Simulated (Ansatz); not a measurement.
# C4H7FO: rotation by 180° about the O2–C3 bond

Aim: the minimum-energy path and barrier of the rotation by 180° about the O2–C3 bond. The ends are relaxed first, then joined by a nudged elastic band. SMILES of the start: COC(C)=CF.

Program: Ansatz 0.2.0. Level of theory: RKS PBE-D4/def2-SVP. These are calculated values, not measurements.

### Step 1. The starting structure

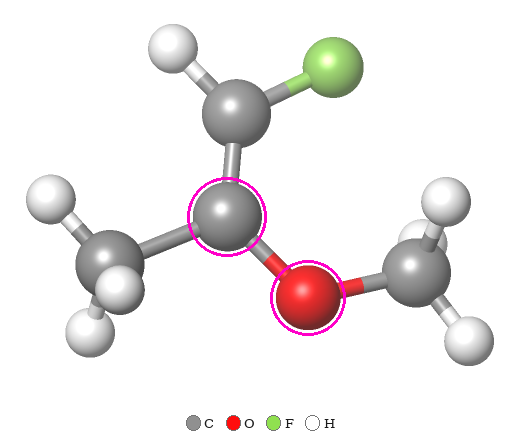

The starting structure, seen from a chosen angle (carbon grey, oxygen red, fluorine green, hydrogen white). Ringed: O2, C3.

Structure file:

```xyz
13

C    -0.9654   -1.0152    1.3931
O     0.0354   -0.9995    0.4239
C     0.2333    0.1388   -0.3374
C     1.4767   -0.0207   -1.2929
C    -0.4012    1.2902   -0.2772
F    -1.4315    1.5453    0.5749
H    -1.0166   -1.9449    1.8772
H    -1.9431   -0.7946    0.8884
H    -0.8222   -0.1974    2.1927
H     1.5838    0.8723   -1.8599
H     1.1800   -0.8521   -1.9608
H     2.3446   -0.2576   -0.7316
H    -0.2534    2.2008   -0.8754
```

### Step 2. Relaxing end A

input.yaml

```yaml
crystal:
  periodic: [false, false, false]
  atoms:
    - { symbol: C, position_ang: [-0.9654, -1.0152, 1.3931] }
    - { symbol: O, position_ang: [0.0354, -0.9995, 0.4239] }
    - { symbol: C, position_ang: [0.2333, 0.1388, -0.3374] }
    - { symbol: C, position_ang: [1.4767, -0.0207, -1.2929] }
    - { symbol: C, position_ang: [-0.4012, 1.2902, -0.2772] }
    - { symbol: F, position_ang: [-1.4315, 1.5453, 0.5749] }
    - { symbol: H, position_ang: [-1.0166, -1.9449, 1.8772] }
    - { symbol: H, position_ang: [-1.9431, -0.7946, 0.8884] }
    - { symbol: H, position_ang: [-0.8222, -0.1974, 2.1927] }
    - { symbol: H, position_ang: [1.5838, 0.8723, -1.8599] }
    - { symbol: H, position_ang: [1.18, -0.8521, -1.9608] }
    - { symbol: H, position_ang: [2.3446, -0.2576, -0.7316] }
    - { symbol: H, position_ang: [-0.2534, 2.2008, -0.8754] }
basis:
  gaussian: { orbitals: def2-SVP }
hamiltonian:
  xc: pbe
  dispersion: d4
relax:
  f_tol: 0.015
  max_steps: 40
```

The run is started by

```bash
ansatz run input.yaml --threads 2 --pin off --max-ram 3072MiB --backend cpu --events-out ev --progress --plain --runs-dir out
```

Standard output, shortened:

```text
Warning: RAYON_NUM_THREADS=2 ignored (pool sized by the plan → 2); use --threads N
[...]
Functional definition: PBE
[...]
1329 factors; their error is unknown
[...]
mean field -9007.31585608 eV, -331.0127523330 hartree, gradient 1.0e-5 eV, S^2 0.000000; 0 other end points of the search recorded, 0 dependent functions left out
[...]
reference -9007.31588939 eV, -331.0127535572 hartree; 24, 24 occupied and 95, 95 virtual orbitals, 1329 factors
relax step   1: F+E_penalty+E_count = -9007.54926322 eV  Δ(F+E_penalty+E_count) = +0.000e0 eV  max|allowed force component| = 3.653e0 eV/Å  Δτ_max = 0.0000 Å  (30 SCF iters, accepted)
[...]
relax step   7: F+E_penalty+E_count = -9007.97267030 eV  Δ(F+E_penalty+E_count) = -3.033e-4 eV  max|allowed force component| = 2.728e-2 eV/Å  Δτ_max = 0.0129 Å  (33 SCF iters, accepted)
[...]
relax step   8: F+E_penalty+E_count = -9007.97275490 eV  Δ(F+E_penalty+E_count) = -8.460e-5 eV  max|allowed force component| = 9.069e-3 eV/Å  Δτ_max = 0.0105 Å  (33 SCF iters, accepted)
1329 factors; their error is unknown
mean field -9007.73943199 eV, -331.0283184605 hartree, gradient 1.5e-5 eV, S^2 0.000000; 1 other end points of the search recorded, 0 dependent functions left out
[...]
reference -9007.73946477 eV, -331.0283196651 hartree; 24, 24 occupied and 95, 95 virtual orbitals, 1329 factors
Total energy: -9007.97278768 eV, -331.0368941238 hartree
Atom 0 at    -0.985661    -0.996709     1.395479 Å, force     0.000268     0.003734    -0.002066 eV/Å
Atom 1 at     0.048008    -0.967043     0.417527 Å, force     0.004642    -0.001403    -0.004039 eV/Å
Atom 2 at     0.255500     0.160012    -0.317230 Å, force    -0.007055     0.009069     0.004006 eV/Å
Atom 3 at     1.400383    -0.021396    -1.270303 Å, force     0.003963    -0.007998     0.000282 eV/Å
Atom 4 at    -0.419895     1.334229    -0.272385 Å, force    -0.003068     0.006235     0.000094 eV/Å
Atom 5 at    -1.468250     1.601750     0.548305 Å, force    -0.002175    -0.003020     0.004663 eV/Å
Atom 6 at    -0.947284    -2.005538     1.848658 Å, force     0.000753     0.000706    -0.000760 eV/Å
Atom 7 at    -1.986807    -0.835317     0.943936 Å, force     0.000576    -0.001560    -0.000959 eV/Å
Atom 8 at    -0.827035    -0.233576     2.186136 Å, force    -0.000152     0.000038    -0.000347 eV/Å
Atom 9 at     1.579673     0.886958    -1.874476 Å, force    -0.002865    -0.001702     0.003141 eV/Å
Atom 10 at     1.197935    -0.870937    -1.955666 Å, force     0.000597    -0.001177    -0.001333 eV/Å
Atom 11 at     2.328233    -0.267950    -0.712846 Å, force     0.001430    -0.000062    -0.000792 eV/Å
Atom 12 at    -0.154399     2.180917    -0.922135 Å, force     0.003085    -0.002860    -0.001889 eV/Å
Dipole moment:     0.082880    -0.059769    -0.040911 e Å
```

Wall time 21 s (2 threads of Arm Neoverse V2, shared host); peak memory 0.15 GiB.

Step by step:

| step | energy from step 1 (eV) | largest force component (eV/Å) |
| --- | --- | --- |
| 1 | 0.0000 | 3.6533 |
| 2 | -0.3531 | 1.3114 |
| 3 | -0.4142 | 0.3672 |
| 4 | -0.4150 | 0.2001 |
| 5 | -0.4218 | 0.1605 |
| 6 | -0.4231 | 0.0447 |
| 7 | -0.4234 | 0.0273 |
| 8 | -0.4235 | 0.0091 |

Step 1 is the start.

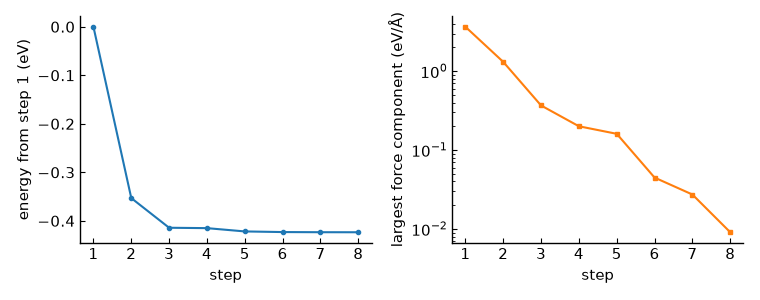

Energy and largest force along the relaxation.

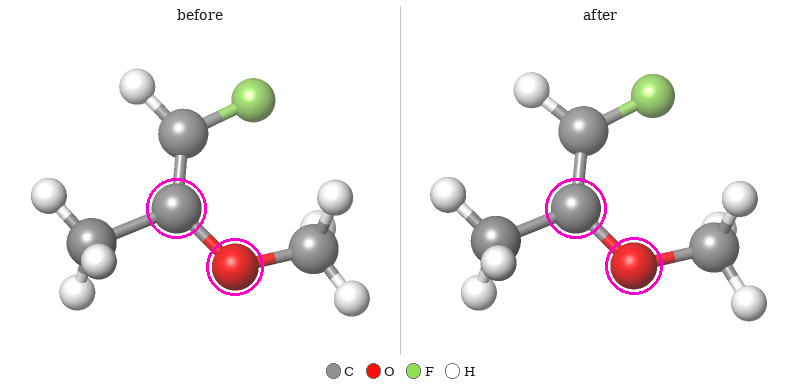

Before and after, at one scale.

After: Bond lengths: C1–O2 1.423 Å, O2–C3 1.361 Å, C3–C4 1.501 Å, C3–C5 1.355 Å, C5–F6 1.358 Å, C1–H7 1.107 Å, C1–H8 1.110 Å, C1–H9 1.110 Å, C4–H10 1.106 Å, C4–H11 1.110 Å, C4–H12 1.110 Å, C5–H13 1.100 Å. Angles (14 of 19 angles, heavy atoms first): C1–O2–C3 119.9°, O2–C3–C4 111.0°, O2–C3–C5 128.6°, C4–C3–C5 120.4°, C3–C5–F6 125.1°, O2–C1–H7 106.0°, O2–C1–H8 111.9°, O2–C1–H9 111.8°, C3–C4–H10 111.8°, C3–C4–H11 110.2°, C3–C4–H12 110.2°, C3–C5–H13 121.8°, F6–C5–H13 113.1°, H7–C1–H8 109.3°.

### Step 3. End point B

The second end starts from a geometry with the move made by hand.

input.yaml

```yaml
crystal:
  periodic: [false, false, false]
  atoms:
    - { symbol: C, position_ang: [-0.9654, -1.0152, 1.3931] }
    - { symbol: O, position_ang: [0.0354, -0.9995, 0.4239] }
    - { symbol: C, position_ang: [0.2333, 0.1388, -0.3374] }
    - { symbol: C, position_ang: [-0.84637, 1.24003, -0.01173] }
    - { symbol: C, position_ang: [1.10333, 0.34213, -1.30365] }
    - { symbol: F, position_ang: [2.01739, -0.58153, -1.70861] }
    - { symbol: H, position_ang: [-1.0166, -1.9449, 1.8772] }
    - { symbol: H, position_ang: [-1.9431, -0.7946, 0.8884] }
    - { symbol: H, position_ang: [-0.8222, -0.1974, 2.1927] }
    - { symbol: H, position_ang: [-0.6497, 2.09432, -0.61333] }
    - { symbol: H, position_ang: [-0.65235, 1.48086, 1.05114] }
    - { symbol: H, position_ang: [-1.82286, 0.85236, -0.15532] }
    - { symbol: H, position_ang: [1.27002, 1.24047, -1.91528] }
basis:
  gaussian: { orbitals: def2-SVP }
hamiltonian:
  xc: pbe
  dispersion: d4
relax:
  f_tol: 0.015
  max_steps: 40
```

The run is started by

```bash
ansatz run input.yaml --threads 2 --pin off --max-ram 3072MiB --backend cpu --events-out ev --progress --plain --runs-dir out
```

Standard output, shortened:

```text
Warning: RAYON_NUM_THREADS=2 ignored (pool sized by the plan → 2); use --threads N
[...]
Functional definition: PBE
[...]
1329 factors; their error is unknown
[...]
mean field -9006.95534949 eV, -330.9995039601 hartree, gradient 6.7e-5 eV, S^2 0.000000; 0 other end points of the search recorded, 0 dependent functions left out
[...]
reference -9006.95537915 eV, -330.9995050502 hartree; 24, 24 occupied and 95, 95 virtual orbitals, 1329 factors
relax step   1: F+E_penalty+E_count = -9007.19157319 eV  Δ(F+E_penalty+E_count) = +0.000e0 eV  max|allowed force component| = 3.964e0 eV/Å  Δτ_max = 0.0000 Å  (29 SCF iters, accepted)
[...]
relax step   4: F+E_penalty+E_count = -9007.81395237 eV  Δ(F+E_penalty+E_count) = -1.372e-2 eV  max|allowed force component| = 3.124e-1 eV/Å  Δτ_max = 0.0405 Å  (32 SCF iters, accepted)
[...]
relax step   7: F+E_penalty+E_count = -9007.81878147 eV  Δ(F+E_penalty+E_count) = -2.807e-4 eV  max|allowed force component| = 2.118e-2 eV/Å  Δτ_max = 0.0068 Å  (32 SCF iters, accepted)
[...]
relax step  10: F+E_penalty+E_count = -9007.82141620 eV  Δ(F+E_penalty+E_count) = -2.485e-3 eV  max|allowed force component| = 1.924e-2 eV/Å  Δτ_max = 0.1000 Å  (30 SCF iters, accepted)
[...]
relax step  12: F+E_penalty+E_count = -9007.82583310 eV  Δ(F+E_penalty+E_count) = -2.749e-3 eV  max|allowed force component| = 1.790e-1 eV/Å  Δτ_max = 0.0503 Å  (30 SCF iters, accepted)
[...]
relax step  13: F+E_penalty+E_count = -9007.82652726 eV  Δ(F+E_penalty+E_count) = -6.942e-4 eV  max|allowed force component| = 3.616e-1 eV/Å  Δτ_max = 0.1906 Å  (30 SCF iters, accepted)
```

### Step 4. The log goes on: end point B relaxed

Output, continued:

```text
these checks for a lower state are left out or cut short: starts, cluster_reference, orbital_swaps, neighbouring_geometries, increment
1329 factors; their error is unknown
mean field -9007.58947055 eV, -331.0228074791 hartree, gradient 2.7e-5 eV, S^2 0.000000; 0 other end points of the search recorded, 0 dependent functions left out
the calculation of the forces begins
reference -9007.58950138 eV, -331.0228086121 hartree; 24, 24 occupied and 95, 95 virtual orbitals, 1329 factors
relax step  14: F+E_penalty+E_count = -9007.82394788 eV  Δ(F+E_penalty+E_count) = +2.579e-3 eV  max|allowed force component| = 1.934e-1 eV/Å  Δτ_max = 0.2000 Å  (36 SCF iters, rejected (line search))
these checks for a lower state are left out or cut short: starts, cluster_reference, orbital_swaps, neighbouring_geometries, increment
1329 factors; their error is unknown
mean field -9007.60034303 eV, -331.0232070354 hartree, gradient 9.5e-6 eV, S^2 0.000000; 0 other end points of the search recorded, 0 dependent functions left out
the calculation of the forces begins
reference -9007.60037402 eV, -331.0232081746 hartree; 24, 24 occupied and 95, 95 virtual orbitals, 1329 factors
relax step  15: F+E_penalty+E_count = -9007.83419080 eV  Δ(F+E_penalty+E_count) = -7.664e-3 eV  max|allowed force component| = 1.437e-1 eV/Å  Δτ_max = 0.0975 Å  (30 SCF iters, accepted)
these checks for a lower state are left out or cut short: starts, cluster_reference, orbital_swaps, neighbouring_geometries, increment
1329 factors; their error is unknown
mean field -9007.60221515 eV, -331.0232758346 hartree, gradient 9.7e-6 eV, S^2 0.000000; 0 other end points of the search recorded, 0 dependent functions left out
the calculation of the forces begins
reference -9007.60224612 eV, -331.0232769727 hartree; 24, 24 occupied and 95, 95 virtual orbitals, 1329 factors
relax step  16: F+E_penalty+E_count = -9007.83597392 eV  Δ(F+E_penalty+E_count) = -1.783e-3 eV  max|allowed force component| = 2.226e-1 eV/Å  Δτ_max = 0.0545 Å  (31 SCF iters, accepted)
these checks for a lower state are left out or cut short: starts, cluster_reference, orbital_swaps, neighbouring_geometries, increment
1329 factors; their error is unknown
mean field evaluation 128: about -9007.6035 eV, gradient 2.8e-1 eV
mean field -9007.60365744 eV, -331.0233288379 hartree, gradient 2.7e-5 eV, S^2 0.000000; 0 other end points of the search recorded, 0 dependent functions left out
the calculation of the forces begins
reference -9007.60368842 eV, -331.0233299765 hartree; 24, 24 occupied and 95, 95 virtual orbitals, 1329 factors
relax step  17: F+E_penalty+E_count = -9007.83779729 eV  Δ(F+E_penalty+E_count) = -1.823e-3 eV  max|allowed force component| = 1.104e-1 eV/Å  Δτ_max = 0.0275 Å  (31 SCF iters, accepted)
these checks for a lower state are left out or cut short: starts, cluster_reference, orbital_swaps, neighbouring_geometries, increment
1329 factors; their error is unknown
mean field -9007.60316283 eV, -331.0233106612 hartree, gradient 2.7e-5 eV, S^2 0.000000; 0 other end points of the search recorded, 0 dependent functions left out
the calculation of the forces begins
reference -9007.60319381 eV, -331.0233118000 hartree; 24, 24 occupied and 95, 95 virtual orbitals, 1329 factors
relax step  18: F+E_penalty+E_count = -9007.83738811 eV  Δ(F+E_penalty+E_count) = +4.092e-4 eV  max|allowed force component| = 1.346e-1 eV/Å  Δτ_max = 0.0127 Å  (32 SCF iters, rejected (line search))
these checks for a lower state are left out or cut short: starts, cluster_reference, orbital_swaps, neighbouring_geometries, increment
1329 factors; their error is unknown
mean field -9007.60428025 eV, -331.0233517256 hartree, gradient 2.7e-5 eV, S^2 0.000000; 0 other end points of the search recorded, 0 dependent functions left out
the calculation of the forces begins
reference -9007.60431125 eV, -331.0233528650 hartree; 24, 24 occupied and 95, 95 virtual orbitals, 1329 factors
relax step  19: F+E_penalty+E_count = -9007.83829759 eV  Δ(F+E_penalty+E_count) = -5.003e-4 eV  max|allowed force component| = 3.086e-2 eV/Å  Δτ_max = 0.0062 Å  (32 SCF iters, accepted)
these checks for a lower state are left out or cut short: starts, cluster_reference, orbital_swaps, neighbouring_geometries, increment
1329 factors; their error is unknown
mean field -9007.60454550 eV, -331.0233614735 hartree, gradient 2.7e-5 eV, S^2 0.000000; 0 other end points of the search recorded, 0 dependent functions left out
the calculation of the forces begins
reference -9007.60457653 eV, -331.0233626140 hartree; 24, 24 occupied and 95, 95 virtual orbitals, 1329 factors
relax step  20: F+E_penalty+E_count = -9007.83850471 eV  Δ(F+E_penalty+E_count) = -2.071e-4 eV  max|allowed force component| = 1.094e-2 eV/Å  Δτ_max = 0.0228 Å  (31 SCF iters, accepted)
1329 factors; their error is unknown
mean field evaluation 160: about -9007.6714 eV, gradient 1.9e0 eV
mean field -9007.60454550 eV, -331.0233614735 hartree, gradient 2.9e-5 eV, S^2 0.000000; 1 other end points of the search recorded, 0 dependent functions left out
the calculation of the forces begins
reference -9007.60457653 eV, -331.0233626140 hartree; 24, 24 occupied and 95, 95 virtual orbitals, 1329 factors
Total energy: -9007.83853574 eV, -331.0319604561 hartree
Atom 0 at    -0.856003    -1.081851     1.425761 Å, force     0.006893     0.004297    -0.008427 eV/Å
Atom 1 at    -0.263456    -1.040419     0.140005 Å, force    -0.006208     0.010940     0.003696 eV/Å
Atom 2 at     0.028273     0.192262    -0.383253 Å, force    -0.002460    -0.004393    -0.010217 eV/Å
Atom 3 at    -0.919300     1.338231    -0.174094 Å, force    -0.001101    -0.001653    -0.000357 eV/Å
Atom 4 at     1.135354     0.319037    -1.150949 Å, force     0.002643    -0.000612    -0.000318 eV/Å
Atom 5 at     1.990955    -0.697745    -1.356589 Å, force    -0.001083     0.005167     0.003182 eV/Å
Atom 6 at    -0.954381    -2.151428     1.690673 Å, force    -0.005120    -0.010238     0.005277 eV/Å
Atom 7 at    -1.869890    -0.621573     1.449776 Å, force     0.000194    -0.001596     0.002898 eV/Å
Atom 8 at    -0.222323    -0.583934     2.195617 Å, force     0.000089    -0.001860     0.001441 eV/Å
Atom 9 at    -0.587798     2.223471    -0.748690 Å, force     0.000386     0.005035    -0.001047 eV/Å
Atom 10 at    -0.989715     1.640936     0.892242 Å, force     0.001592     0.004908     0.001720 eV/Å
Atom 11 at    -1.946092     1.075658    -0.509522 Å, force     0.005366    -0.006412     0.000791 eV/Å
Atom 12 at     1.395235     1.243196    -1.689857 Å, force    -0.001191    -0.003583     0.001361 eV/Å
Dipole moment:    -0.348248     0.332784     0.284795 e Å
```

It took 49 s on 2 threads of Arm Neoverse V2, shared host; peak memory 0.15 GiB.

The steps of the relaxation:

| step | energy from step 1 (eV) | largest force component (eV/Å) |
| --- | --- | --- |
| 1 | 0.0000 | 3.9641 |
| 2 | -0.5116 | 1.3595 |
| 3 | -0.6087 | 0.5789 |
| 4 | -0.6224 | 0.3124 |
| 5 | -0.6265 | 0.0821 |
| 6 | -0.6269 | 0.0702 |
| 7 | -0.6272 | 0.0212 |
| 8 | -0.6274 | 0.0188 |
| 9x | -0.6208 | 0.5220 |
| 10 | -0.6298 | 0.0192 |
| 11 | -0.6315 | 0.2140 |
| 12 | -0.6343 | 0.1790 |
| 13 | -0.6350 | 0.3616 |
| 14x | -0.6324 | 0.1934 |
| 15 | -0.6426 | 0.1437 |
| 16 | -0.6444 | 0.2226 |
| 17 | -0.6462 | 0.1104 |
| 18x | -0.6458 | 0.1346 |
| 19 | -0.6467 | 0.0309 |
| 20 | -0.6469 | 0.0109 |

Step 1 is the start. 3 steps were tried and not accepted (marked x).

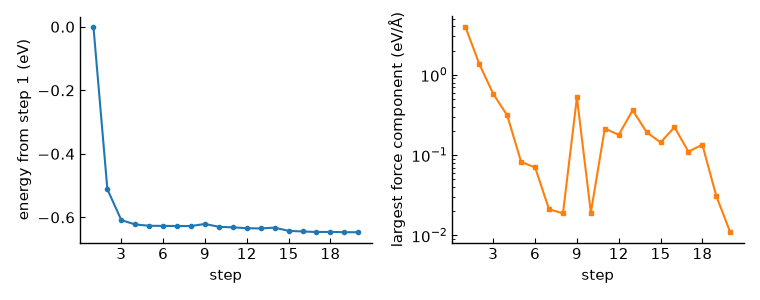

How energy and force went from step to step.

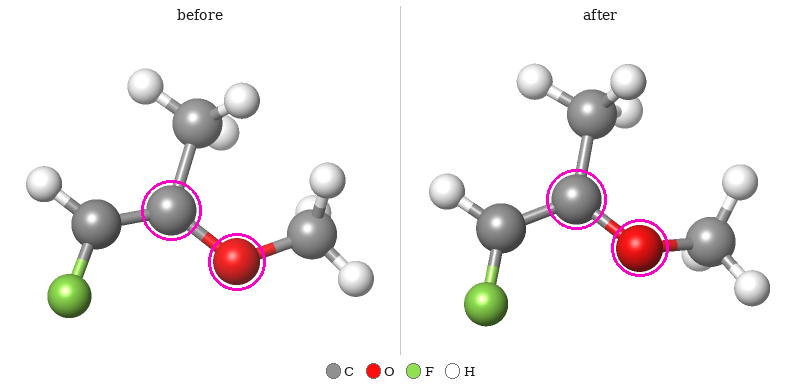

Before and after, at one scale.

After: Bond lengths: C1–O2 1.416 Å, O2–C3 1.371 Å, C3–C4 1.502 Å, C3–C5 1.353 Å, C5–F6 1.345 Å, C1–H7 1.106 Å, C1–H8 1.114 Å, C1–H9 1.115 Å, C4–H10 1.106 Å, C4–H11 1.111 Å, C4–H12 1.112 Å, C5–H13 1.101 Å. Angles (14 of 19 angles, heavy atoms first): C1–O2–C3 117.5°, O2–C3–C4 119.9°, O2–C3–C5 118.4°, C4–C3–C5 121.6°, C3–C5–F6 122.4°, O2–C1–H7 106.4°, O2–C1–H8 112.9°, O2–C1–H9 112.1°, C3–C4–H10 110.4°, C3–C4–H11 112.4°, C3–C4–H12 111.1°, C3–C5–H13 123.3°, F6–C5–H13 114.2°, H7–C1–H8 108.3°.

### Step 5. Nudged elastic band

crystal.atoms is end A as relaxed above, and neb.final_atoms is end B, turned to lie on A. With 5 inner images the band has 7 in all.

input.yaml

```yaml
crystal:
  periodic: [false, false, false]
  atoms:
    - { symbol: C, position_ang: [-0.985661, -0.996709, 1.395479] }
    - { symbol: O, position_ang: [0.048008, -0.967043, 0.417527] }
    - { symbol: C, position_ang: [0.2555, 0.160012, -0.31723] }
    - { symbol: C, position_ang: [1.400383, -0.021396, -1.270303] }
    - { symbol: C, position_ang: [-0.419895, 1.334229, -0.272385] }
    - { symbol: F, position_ang: [-1.46825, 1.60175, 0.548305] }
    - { symbol: H, position_ang: [-0.947284, -2.005538, 1.848658] }
    - { symbol: H, position_ang: [-1.986807, -0.835317, 0.943936] }
    - { symbol: H, position_ang: [-0.827035, -0.233576, 2.186136] }
    - { symbol: H, position_ang: [1.579673, 0.886958, -1.874476] }
    - { symbol: H, position_ang: [1.197935, -0.870937, -1.955666] }
    - { symbol: H, position_ang: [2.328233, -0.26795, -0.712846] }
    - { symbol: H, position_ang: [-0.154399, 2.180917, -0.922135] }
basis:
  gaussian: { orbitals: def2-SVP }
hamiltonian:
  xc: pbe
  dispersion: d4
neb:
  order_check: false
  images: 5
  f_tol: 0.05
  max_iterations: 60
  initial_path: idpp
  final_atoms:
    - { symbol: C, position_ang: [-0.66259107, -1.32661835, 1.12465359] }
    - { symbol: O, position_ang: [-0.35667164, 0.05627607, 1.12831144] }
    - { symbol: C, position_ang: [0.05693829, 0.61633662, -0.05222496] }
    - { symbol: C, position_ang: [0.97066535, -0.14953292, -0.96515089] }
    - { symbol: C, position_ang: [-0.3104446, 1.89025823, -0.32280012] }
    - { symbol: F, position_ang: [-1.12086451, 2.59473856, 0.48659074] }
    - { symbol: H, position_ang: [-1.0299509, -1.56853919, 2.13972631] }
    - { symbol: H, position_ang: [0.22491865, -1.96536251, 0.91315462] }
    - { symbol: H, position_ang: [-1.46267089, -1.57702493, 0.39027034] }
    - { symbol: H, position_ang: [1.28998796, 0.48487073, -1.81324822] }
    - { symbol: H, position_ang: [0.48505787, -1.05352019, -1.39018433] }
    - { symbol: H, position_ang: [1.88253045, -0.48863867, -0.4273148] }
    - { symbol: H, position_ang: [0.05349604, 2.45215655, -1.19678371] }
```

The run is started by

```bash
ansatz run input.yaml --threads 2 --pin off --max-ram 3072MiB --backend cpu --events-out ev --progress --plain --runs-dir out
```

Standard output, shortened:

```text
Warning: RAYON_NUM_THREADS=2 ignored (pool sized by the plan → 2); use --threads N
[...]
Functional definition: PBE
[...]
1329 factors; their error is unknown
[...]
mean field -9007.73944226 eV, -331.0283188380 hartree, gradient 2.9e-5 eV, S^2 0.000000; 0 other end points of the search recorded, 0 dependent functions left out
[...]
reference -9007.73947499 eV, -331.0283200407 hartree; 24, 24 occupied and 95, 95 virtual orbitals, 1329 factors
1329 factors; their error is unknown
[...]
mean field -9007.60455288 eV, -331.0233617446 hartree, gradient 6.6e-5 eV, S^2 0.000000; 0 other end points of the search recorded, 0 dependent functions left out
[...]
reference -9007.60458409 eV, -331.0233628916 hartree; 24, 24 occupied and 95, 95 virtual orbitals, 1329 factors
NEB end point (image 0): max|allowed force component| = 9.005e-3 eV/Å (the criterion of neb.relax_end_points is 1.000e-2)
[...]
reference -9007.48511779 eV, -331.0189725861 hartree; 24, 24 occupied and 95, 95 virtual orbitals, 1329 factors
1329 factors; their error is unknown
[...]
mean field -9007.55679713 eV, -331.0216067533 hartree, gradient 4.1e-5 eV, S^2 0.000000; 0 other end points of the search recorded, 0 dependent functions left out
[...]
reference -9007.55682823 eV, -331.0216078963 hartree; 24, 24 occupied and 95, 95 virtual orbitals, 1329 factors
NEB iter   1: max|band force component| = 7.645e-1 eV/Å  barrier→ = 0.2658 eV  barrier← = 0.1316 eV  Δτ_max = 0.1539 Å  (209 SCF iters)
[...]
NEB iter   2: max|band force component| = 5.126e-1 eV/Å  barrier→ = 0.1803 eV  barrier← = 0.0461 eV  Δτ_max = 0.1998 Å  (153 SCF iters)
[...]
NEB iter   3: max|band force component| = 5.559e-1 eV/Å  barrier→ = 0.1651 eV  barrier← = 0.0309 eV  Δτ_max = 0.0941 Å  (155 SCF iters)
[...]
1329 factors; their error is unknown
mean field -9007.71543761 eV, -331.0274366833 hartree, gradient 1.0e-5 eV, S^2 0.000000; 0 other end points of the search recorded, 0 dependent functions left out
[...]
```

(Part 1 of 2 ends here.)
